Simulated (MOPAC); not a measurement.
## Run report: C3H9ClSi, geometry relaxation (part 2 of 3)

Continued. System: C3H9ClSi, SMILES CC(C)[SiH2]Cl. Method: MNDOD, closed shell (MOPAC 23.2.5). The atoms were displaced at random from an optimised geometry.

Geometry of the input (Å):
```
C  0.0713  1.0009  -1.1362
C  -0.4652  0.1637  0.0216
C  -0.7362  -1.2543  -0.4134
Si 0.6901  0.2281  1.5004
Cl 2.5250  -0.5992  0.9942
H  0.2615  2.0344  -0.8523
H  1.0343  0.5918  -1.5133
H  -0.5931  0.9781  -2.0008
H  -1.3997  0.6231  0.3627
H  0.1517  -1.7629  -0.7275
H  -1.1716  -1.8443  0.4185
H  -1.4485  -1.2937  -1.2565
H  0.9350  1.6396  1.9224
H  0.1502  -0.5355  2.6506
```

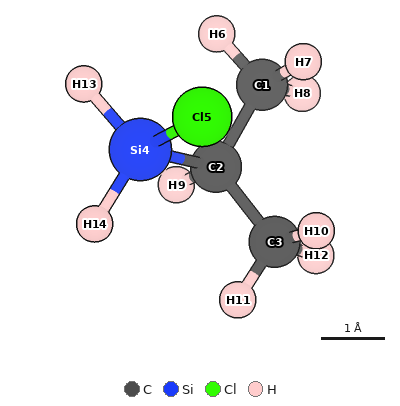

The geometry at step 16 of the log (ball-and-stick view, seen at a tilt; atoms are numbered from 1 in the order of the input).

## Output, continued
```
           Empirical Formula: C3 H9 Si Cl  =    14 atoms

      MOLECULAR POINT GROUP   :   Cs

                  EIGENVALUES
 -38.05794 -30.04644 -23.40377 -20.32939 -17.37608 -16.06020 -15.06023 -14.87067
 -14.08486 -13.87361 -13.76838 -13.02251 -12.85488 -12.70723 -12.23239 -11.52913
   0.87649   2.02872   2.57207   2.60071   3.13353   3.54685   3.82589   3.85078
   4.11492   4.15463   4.74640   5.30968   5.36407  12.27448  12.45534  12.85743
  13.13008  13.73847  19.37420  19.47466  19.50128  19.80504  19.80632

              NET ATOMIC CHARGES AND DIPOLE CONTRIBUTIONS

  ATOM NO.   TYPE          CHARGE      No. of ELECS.   s-Pop       p-Pop       d-Pop
    1          C           0.063725        3.9363     1.21126     2.72501
    2          C          -0.336184        4.3362     1.25447     3.08171
    3          C           0.063722        3.9363     1.21126     2.72501
    4         Si           0.866832        3.1332     1.02219     1.76837     0.34261
    5         Cl          -0.215375        7.2154     1.94972     5.24383     0.02183
    6          H          -0.000001        1.0000     1.00000
    7          H           0.002348        0.9977     0.99765
    8          H          -0.000615        1.0006     1.00061
    9          H           0.051073        0.9489     0.94893
   10          H           0.002362        0.9976     0.99764
   11          H          -0.000006        1.0000     1.00001
   12          H          -0.000613        1.0006     1.00061
   13          H          -0.248630        1.2486     1.24863
   14          H          -0.248639        1.2486     1.24864
 DIPOLE           X         Y         Z       TOTAL
 POINT-CHG.    -0.778     0.075    -0.644     1.012
 HYBRID        -0.415     0.085    -0.204     0.471
 SUM           -1.193     0.160    -0.848     1.472

          ATOMIC ORBITAL ELECTRON POPULATIONS

     Atom    s        px        py        pz      x^2-y^2     xz        z^2       yz        xy
    1  C   1.21126   0.92062   0.90453   0.89986
    2  C   1.25447   1.03876   0.96738   1.07557
    3  C   1.21126   0.92033   0.88593   0.91875
    4 Si   1.02219   0.54300   0.61264   0.61272   0.07923   0.09675   0.05304   0.05664   0.05695
    5 Cl   1.94972   1.52150   1.83402   1.88831   0.00636   0.00548   0.00261   0.00122   0.00615
    6  H   1.00000
    7  H   0.99765
    8  H   1.00061
    9  H   0.94893
   10  H   0.99764
   11  H   1.00001
   12  H   1.00061
   13  H   1.24863
   14  H   1.24864

 *                    *
 * JOB ENDED NORMALLY *
 *                    *

 TOTAL JOB TIME:             0.38 SECONDS

 == MOPAC DONE ==
```

## Trajectory as extended XYZ (Å, eV, eV/Å), 34 of the 66 frames kept, from step=0 to step=65
```
14
Properties=species:S:1:pos:R:3:forces:R:3 step=0 energy=-2.43523
C     0.0713    1.0009   -1.1362    0.9096  -0.3524  -0.3602
C    -0.4652    0.1637    0.0216    0.6104   0.5938   0.2140
C    -0.7362   -1.2543   -0.4134   -1.3868  -0.6546   0.3692
Si    0.6901    0.2281    1.5004    0.4660   0.5942   1.6518
Cl    2.5250   -0.5992    0.9942   -0.0175   0.0588   0.1963
H     0.2615    2.0344   -0.8523   -0.0198   0.9428   0.2081
H     1.0343    0.5918   -1.5133    0.2445   0.0052  -0.0907
H    -0.5931    0.9781   -2.0008   -0.6636   0.1963  -0.5335
H    -1.3997    0.6231    0.3627   -1.1565   0.4703   0.3234
H     0.1517   -1.7629   -0.7275    1.4193  -0.9326  -0.5988
H    -1.1716   -1.8443    0.4185   -0.2421  -0.2141   0.1482
H    -1.4485   -1.2937   -1.2565   -0.2975  -0.0480  -0.1916
H     0.9350    1.6396    1.9224   -0.2774  -1.3264  -0.3675
H     0.1502   -0.5355    2.6506    0.4114   0.6666  -0.9687
14
Properties=species:S:1:pos:R:3:forces:R:3 step=2 energy=-2.64559
C     0.0859    1.0115   -1.1486   -0.0101  -0.7157  -0.2280
C    -0.4580    0.1688    0.0404   -0.1783   0.2490  -0.7549
C    -0.7523   -1.2773   -0.4146    0.1504  -0.1541   0.0918
Si    0.6989    0.2390    1.5247    0.1330  -0.1926   0.0742
Cl    2.5196   -0.5965    0.9927    0.1358   0.0045   0.1871
H     0.2569    2.0558   -0.8545   -0.0019   0.4529   0.0259
H     1.0478    0.5894   -1.5322   -0.0906   0.1975   0.0571
H    -0.6106    0.9884   -2.0266    0.1114   0.1637   0.4222
H    -1.4272    0.6374    0.3710   -0.0518  -0.0234  -0.0253
H     0.1781   -1.7945   -0.7587   -0.2518  -0.0134   0.0796
H    -1.1819   -1.8633    0.4314   -0.0668  -0.0433  -0.2483
H    -1.4606   -1.2990   -1.2775    0.0482  -0.0407   0.3436
H     0.9257    1.5841    1.9079   -0.0296  -0.0623   0.0760
H     0.1584   -0.5161    2.6059    0.1021   0.1779  -0.1008
14
Properties=species:S:1:pos:R:3:forces:R:3 step=4 energy=-2.66900
C     0.0904    1.0060   -1.1540   -0.0735   0.4693   0.4976
C    -0.4681    0.1785    0.0299    0.2864  -0.2780  -0.4304
C    -0.7484   -1.2812   -0.4114    0.0396   0.1533   0.6301
Si    0.7025    0.2319    1.5114   -0.0465   0.0623   0.1061
Cl    2.5230   -0.5953    1.0022    0.2626  -0.0732   0.0890
H     0.2534    2.0746   -0.8563   -0.0306  -0.2817  -0.1138
H     1.0479    0.6032   -1.5334    0.2015  -0.0060  -0.0893
H    -0.6178    1.0057   -1.9987   -0.2000   0.0778  -0.2304
H    -1.4317    0.6383    0.3665   -0.1932   0.0759  -0.0232
H     0.1699   -1.7993   -0.7512    0.0872  -0.1277  -0.0506
H    -1.1891   -1.8734    0.4231    0.0130  -0.0034  -0.0481
H    -1.4656   -1.3027   -1.2415   -0.3491  -0.0646  -0.3523
H     0.9232    1.5694    1.9217   -0.0039  -0.0023   0.0056
H     0.1629   -0.5041    2.5939    0.0064  -0.0019   0.0097
14
Properties=species:S:1:pos:R:3:forces:R:3 step=6 energy=-2.67756
C     0.0855    1.0209   -1.1567    0.1813  -0.5138   0.1653
C    -0.4638    0.1693    0.0158   -0.0238   0.4477   0.1620
C    -0.7511   -1.2792   -0.4016   -0.1562  -0.4514  -0.1363
Si    0.6992    0.2329    1.5178    0.1341  -0.0435  -0.2933
Cl    2.5315   -0.5994    1.0039    0.0108   0.0441   0.1663
H     0.2518    2.0701   -0.8605    0.0207   0.3020   0.0829
H     1.0511    0.6092   -1.5378   -0.1044   0.1550  -0.0124
H    -0.6230    1.0144   -2.0032   -0.1519   0.1014  -0.1851
H    -1.4372    0.6396    0.3557    0.1680  -0.1103  -0.1135
H     0.1692   -1.8068   -0.7488   -0.1473  -0.0078   0.0531
H    -1.1920   -1.8792    0.4333    0.0695   0.1583  -0.1826
H    -1.4740   -1.3087   -1.2510    0.0527  -0.0561   0.1911
H     0.9221    1.5688    1.9232   -0.0090   0.0280   0.0135
H     0.1634   -0.5033    2.5939   -0.0445  -0.0536   0.0888
14
Properties=species:S:1:pos:R:3:forces:R:3 step=8 energy=-2.68569
C     0.0871    1.0175   -1.1586   -0.1311   0.1365   0.3698
C    -0.4666    0.1735    0.0204    0.1886   0.0587  -0.2674
C    -0.7546   -1.2836   -0.3986    0.1378   0.0499  -0.3335
Si    0.7034    0.2291    1.5067   -0.0091   0.0789   0.1106
Cl    2.5332   -0.5977    1.0111    0.1417  -0.0244   0.0910
H     0.2505    2.0797   -0.8560   -0.0348  -0.1407  -0.0407
H     1.0486    0.6203   -1.5391    0.1183  -0.0004  -0.0989
H    -0.6272    1.0243   -2.0044   -0.0631   0.0466  -0.0880
H    -1.4361    0.6373    0.3488   -0.0596   0.0292   0.0053
H     0.1640   -1.8100   -0.7481   -0.0890  -0.0103   0.0389
H    -1.1927   -1.8752    0.4224   -0.1339  -0.1496   0.2902
H    -1.4769   -1.3122   -1.2412   -0.0664  -0.0302  -0.0079
H     0.9214    1.5667    1.9254   -0.0064  -0.0370  -0.0385
H     0.1635   -0.5039    2.5929    0.0070  -0.0072  -0.0309
14
Properties=species:S:1:pos:R:3:forces:R:3 step=10 energy=-2.69209
C     0.0824    1.0241   -1.1538    0.1211  -0.1291  -0.2165
C    -0.4638    0.1756    0.0109   -0.0402  -0.2165   0.0775
C    -0.7562   -1.2890   -0.4015   -0.2030   0.1007   0.0083
Si    0.7031    0.2302    1.5062    0.0711  -0.0232  -0.0799
Cl    2.5404   -0.6009    1.0169    0.0069   0.0359   0.1122
H     0.2477    2.0779   -0.8542    0.0031   0.1512   0.0648
H     1.0485    0.6292   -1.5499   -0.1199   0.0810   0.0307
H    -0.6320    1.0343   -2.0044   -0.0082   0.0441   0.0038
H    -1.4386    0.6368    0.3419    0.0517  -0.0291  -0.0153
H     0.1585   -1.8167   -0.7427    0.0155  -0.0849  -0.0296
H    -1.1967   -1.8769    0.4393    0.0483   0.1204  -0.1191
H    -1.4862   -1.3191   -1.2437    0.0750  -0.0425   0.1589
H     0.9209    1.5653    1.9204    0.0050   0.0277  -0.0119
H     0.1645   -0.5029    2.5884   -0.0265  -0.0357   0.0162
14
Properties=species:S:1:pos:R:3:forces:R:3 step=12 energy=-2.69831
C     0.0811    1.0306   -1.1614   -0.1770   0.0339   0.1722
C    -0.4657    0.1698    0.0057    0.2261   0.0204  -0.1163
C    -0.7631   -1.2909   -0.3993    0.0503   0.0909  -0.0509
Si    0.7080    0.2257    1.4986   -0.0312   0.0619  -0.0540
Cl    2.5488   -0.6008    1.0310    0.0458   0.0093   0.0605
H     0.2433    2.0857   -0.8426   -0.0255  -0.0468  -0.0068
H     1.0425    0.6497   -1.5600    0.0863  -0.0468  -0.0598
H    -0.6402    1.0543   -2.0055    0.0082   0.0139   0.0057
H    -1.4368    0.6324    0.3338   -0.0368   0.0280   0.0433
H     0.1472   -1.8276   -0.7413    0.0206  -0.0525  -0.0351
H    -1.1997   -1.8683    0.4405   -0.0538  -0.0509   0.1366
H    -1.4964   -1.3291   -1.2283   -0.0869  -0.0128  -0.0943
H     0.9205    1.5643    1.9117    0.0016  -0.0091  -0.0268
H     0.1651   -0.5052    2.5800   -0.0277  -0.0393   0.0259
14
Properties=species:S:1:pos:R:3:forces:R:3 step=14 energy=-2.70159
C     0.0736    1.0385   -1.1597    0.1623  -0.1749  -0.1008
C    -0.4598    0.1666   -0.0026   -0.0865  -0.0032   0.0379
C    -0.7693   -1.2949   -0.4018    0.1387   0.0895   0.0404
Si    0.7103    0.2259    1.4906    0.0073  -0.0746   0.0196
Cl    2.5578   -0.6028    1.0451    0.0003   0.0279   0.0404
H     0.2383    2.0861   -0.8335   -0.0033   0.1141   0.0416
H     1.0390    0.6615   -1.5742   -0.1341   0.0345   0.0572
H    -0.6466    1.0698   -2.0023   -0.0569   0.0087  -0.0289
H    -1.4350    0.6296    0.3351    0.1158  -0.0470  -0.0061
H     0.1377   -1.8401   -0.7441   -0.0346  -0.0155  -0.0188
H    -1.2029   -1.8603    0.4511   -0.0225  -0.0286   0.0440
H    -1.5084   -1.3380   -1.2246   -0.0833   0.0100  -0.0951
H     0.9206    1.5641    1.8968    0.0038   0.0384  -0.0001
H     0.1647   -0.5088    2.5736   -0.0070   0.0208  -0.0313
14
Properties=species:S:1:pos:R:3:forces:R:3 step=16 energy=-2.70342
C     0.0728    1.0394   -1.1622   -0.0436   0.0051   0.0129
C    -0.4594    0.1657   -0.0052    0.0127  -0.0371   0.0051
C    -0.7714   -1.2946   -0.4017    0.0254  -0.0132  -0.0125
Si    0.7121    0.2230    1.4871    0.0071   0.0241   0.0294
Cl    2.5617   -0.6020    1.0522    0.0229   0.0096   0.0201
H     0.2351    2.0884   -0.8285   -0.0068   0.0230   0.0006
H     1.0337    0.6679   -1.5765    0.0302  -0.0383  -0.0234
H    -0.6517    1.0778   -2.0023   -0.0220  -0.0101  -0.0011
H    -1.4306    0.6264    0.3379    0.0315   0.0053   0.0036
H     0.1309   -1.8461   -0.7481   -0.0383   0.0123   0.0029
H    -1.2047   -1.8565    0.4568    0.0093   0.0018  -0.0342
H    -1.5150   -1.3402   -1.2249   -0.0078   0.0264   0.0057
H     0.9209    1.5659    1.8891   -0.0050  -0.0191  -0.0040
H     0.1639   -0.5098    2.5682   -0.0156   0.0103  -0.0053
14
Properties=species:S:1:pos:R:3:forces:R:3 step=18 energy=-2.70451
C     0.0695    1.0391   -1.1632    0.0050  -0.0110   0.0052
C    -0.4563    0.1628   -0.0051    0.0463   0.0040  -0.0077
C    -0.7732   -1.2942   -0.4062   -0.0061   0.0103  -0.0113
Si    0.7145    0.2231    1.4874    0.0083  -0.0017  -0.0106
Cl    2.5650   -0.6011    1.0586    0.0312   0.0013   0.0180
H     0.2314    2.0891   -0.8300    0.0086  -0.0166  -0.0080
H     1.0286    0.6631   -1.5818   -0.0151   0.0113  -0.0030
H    -0.6584    1.0786   -2.0004   -0.0214  -0.0143   0.0007
H    -1.4224    0.6251    0.3471   -0.0269   0.0138  -0.0055
H     0.1230   -1.8498   -0.7575    0.0041   0.0078  -0.0081
H    -1.2058   -1.8553    0.4514   -0.0106  -0.0358   0.0087
H    -1.5211   -1.3329   -1.2255   -0.0127   0.0211  -0.0094
H     0.9213    1.5672    1.8822   -0.0018  -0.0003   0.0164
H     0.1606   -0.5081    2.5658   -0.0089   0.0100   0.0146
14
Properties=species:S:1:pos:R:3:forces:R:3 step=20 energy=-2.70537
C     0.0650    1.0370   -1.1657    0.0352  -0.0181  -0.0225
C    -0.4515    0.1604   -0.0043    0.0181  -0.0010  -0.0133
C    -0.7775   -1.2929   -0.4118    0.0144  -0.0095  -0.0064
Si    0.7180    0.2225    1.4881    0.0088   0.0022  -0.0130
Cl    2.5714   -0.5996    1.0675    0.0120  -0.0005   0.0181
H     0.2275    2.0877   -0.8361    0.0246  -0.0145   0.0035
H     1.0207    0.6591   -1.5919   -0.0330   0.0322   0.0083
H    -0.6703    1.0762   -1.9967   -0.0139  -0.0178  -0.0019
H    -1.4143    0.6253    0.3535   -0.0502   0.0113   0.0023
H     0.1131   -1.8521   -0.7731   -0.0066   0.0314   0.0026
H    -1.2084   -1.8609    0.4423   -0.0044  -0.0127   0.0119
H    -1.5304   -1.3185   -1.2271   -0.0153   0.0044  -0.0110
H     0.9213    1.5675    1.8821    0.0044  -0.0008   0.0081
H     0.1560   -0.5020    2.5668    0.0060  -0.0065   0.0133
14
Properties=species:S:1:pos:R:3:forces:R:3 step=22 energy=-2.70571
C     0.0640    1.0360   -1.1672    0.0008   0.0018  -0.0014
C    -0.4510    0.1603   -0.0044   -0.0248   0.0039  -0.0014
C    -0.7792   -1.2925   -0.4126   -0.0021   0.0038   0.0011
Si    0.7190    0.2220    1.4880   -0.0023   0.0079   0.0043
Cl    2.5737   -0.5993    1.0702   -0.0021   0.0029   0.0151
H     0.2281    2.0861   -0.8370    0.0131  -0.0022   0.0000
H     1.0185    0.6616   -1.5962    0.0009  -0.0016  -0.0017
H    -0.6741    1.0738   -1.9960   -0.0065  -0.0073   0.0001
H    -1.4155    0.6262    0.3524    0.0015  -0.0074  -0.0025
H     0.1112   -1.8493   -0.7767    0.0071   0.0088  -0.0043
H    -1.2092   -1.8637    0.4405    0.0071   0.0086  -0.0032
H    -1.5333   -1.3149   -1.2273   -0.0087  -0.0032   0.0003
H     0.9215    1.5667    1.8852    0.0056  -0.0052  -0.0055
H     0.1560   -0.5006    2.5682    0.0104  -0.0106  -0.0010
14
Properties=species:S:1:pos:R:3:forces:R:3 step=24 energy=-2.70582
C     0.0635    1.0357   -1.1676    0.0007   0.0011  -0.0008
C    -0.4520    0.1608   -0.0044    0.0018  -0.0034  -0.0027
C    -0.7797   -1.2919   -0.4129    0.0039  -0.0019  -0.0054
Si    0.7193    0.2216    1.4875   -0.0082   0.0106  -0.0001
Cl    2.5747   -0.5992    1.0718   -0.0014   0.0016   0.0083
H     0.2297    2.0852   -0.8371    0.0026   0.0063  -0.0038
H     1.0179    0.6624   -1.5980   -0.0025  -0.0129   0.0046
H    -0.6755    1.0720   -1.9957   -0.0037   0.0050  -0.0003
H    -1.4167    0.6256    0.3522   -0.0024   0.0036   0.0020
H     0.1114   -1.8465   -0.7787   -0.0016   0.0033   0.0011
H    -1.2086   -1.8632    0.4406    0.0097   0.0013  -0.0031
H    -1.5348   -1.3151   -1.2268   -0.0076  -0.0013   0.0014
H     0.9224    1.5664    1.8842    0.0028  -0.0052  -0.0030
H     0.1574   -0.5022    2.5673    0.0058  -0.0080   0.0020
14
Properties=species:S:1:pos:R:3:forces:R:3 step=26 energy=-2.70591
C     0.0624    1.0353   -1.1683    0.0020  -0.0009  -0.0009
C    -0.4522    0.1608   -0.0043    0.0011   0.0035  -0.0003
C    -0.7806   -1.2911   -0.4144   -0.0016   0.0019   0.0003
Si    0.7198    0.2213    1.4871   -0.0031   0.0027  -0.0007
Cl    2.5763   -0.5988    1.0748   -0.0014  -0.0003   0.0010
H     0.2306    2.0851   -0.8395    0.0000  -0.0011  -0.0018
H     1.0158    0.6596   -1.5990   -0.0081  -0.0054   0.0004
H    -0.6786    1.0712   -1.9947    0.0049   0.0086  -0.0007
H    -1.4163    0.6256    0.3544   -0.0001   0.0037  -0.0034
H     0.1101   -1.8442   -0.7831   -0.0006  -0.0029  -0.0014
H    -1.2074   -1.8633    0.4392    0.0092  -0.0068   0.0027
H    -1.5382   -1.3134   -1.2261   -0.0031  -0.0006  -0.0001
H     0.9236    1.5662    1.8822   -0.0016  -0.0014   0.0027
H     0.1589   -0.5041    2.5665    0.0024  -0.0009   0.0021
14
Properties=species:S:1:pos:R:3:forces:R:3 step=28 energy=-2.70596
C     0.0620    1.0352   -1.1688    0.0002  -0.0021  -0.0005
C    -0.4526    0.1612   -0.0044   -0.0020   0.0015   0.0016
C    -0.7809   -1.2908   -0.4148   -0.0010   0.0001   0.0032
Si    0.7198    0.2211    1.4870   -0.0003  -0.0016   0.0006
Cl    2.5769   -0.5986    1.0761   -0.0036   0.0002  -0.0034
H     0.2315    2.0852   -0.8413    0.0055  -0.0058   0.0027
H     1.0142    0.6566   -1.5996   -0.0055   0.0031  -0.0043
H    -0.6796    1.0727   -1.9948    0.0054   0.0027  -0.0001
H    -1.4166    0.6265    0.3539    0.0020   0.0003  -0.0011
H     0.1096   -1.8430   -0.7856   -0.0025  -0.0006  -0.0018
H    -1.2053   -1.8646    0.4390    0.0095  -0.0012   0.0017
H    -1.5402   -1.3132   -1.2249   -0.0011   0.0002   0.0011
H     0.9241    1.5656    1.8829   -0.0048   0.0001   0.0022
H     0.1604   -0.5057    2.5665   -0.0017   0.0031  -0.0019
14
Properties=species:S:1:pos:R:3:forces:R:3 step=30 energy=-2.70601
C     0.0620    1.0349   -1.1694   -0.0011   0.0001   0.0005
C    -0.4529    0.1617   -0.0046    0.0008  -0.0031   0.0010
C    -0.7808   -1.2906   -0.4145    0.0019  -0.0028   0.0009
Si    0.7195    0.2210    1.4871    0.0003  -0.0004   0.0001
Cl    2.5769   -0.5984    1.0765   -0.0028   0.0009  -0.0069
H     0.2333    2.0843   -0.8411    0.0112  -0.0014   0.0023
H     1.0126    0.6544   -1.6017    0.0035   0.0034  -0.0019
H    -0.6794    1.0750   -1.9953   -0.0036  -0.0018   0.0019
H    -1.4170    0.6275    0.3526    0.0026  -0.0027   0.0026
H     0.1093   -1.8419   -0.7880   -0.0018   0.0016  -0.0004
H    -1.2019   -1.8659    0.4400    0.0072   0.0035  -0.0003
H    -1.5417   -1.3134   -1.2231   -0.0042   0.0000   0.0031
H     0.9240    1.5650    1.8848   -0.0066   0.0002  -0.0014
H     0.1615   -0.5070    2.5664   -0.0076   0.0023  -0.0015
14
Properties=species:S:1:pos:R:3:forces:R:3 step=32 energy=-2.70610
C     0.0626    1.0343   -1.1702    0.0020   0.0042   0.0017
C    -0.4527    0.1618   -0.0051    0.0080  -0.0028  -0.0004
C    -0.7803   -1.2906   -0.4142    0.0023  -0.0017  -0.0039
Si    0.7189    0.2210    1.4874    0.0007   0.0013  -0.0018
Cl    2.5762   -0.5978    1.0770    0.0039   0.0005  -0.0092
H     0.2391    2.0817   -0.8392    0.0123   0.0091  -0.0042
H     1.0098    0.6514   -1.6073    0.0129  -0.0030   0.0068
H    -0.6798    1.0790   -1.9948   -0.0160  -0.0007   0.0052
H    -1.4165    0.6284    0.3519   -0.0009  -0.0042   0.0022
H     0.1080   -1.8397   -0.7946    0.0037   0.0006   0.0007
H    -1.1941   -1.8676    0.4426    0.0004  -0.0005   0.0002
H    -1.5461   -1.3133   -1.2181   -0.0105  -0.0035   0.0033
H     0.9221    1.5645    1.8874   -0.0055   0.0022  -0.0044
H     0.1614   -0.5082    2.5656   -0.0132  -0.0014   0.0038
```
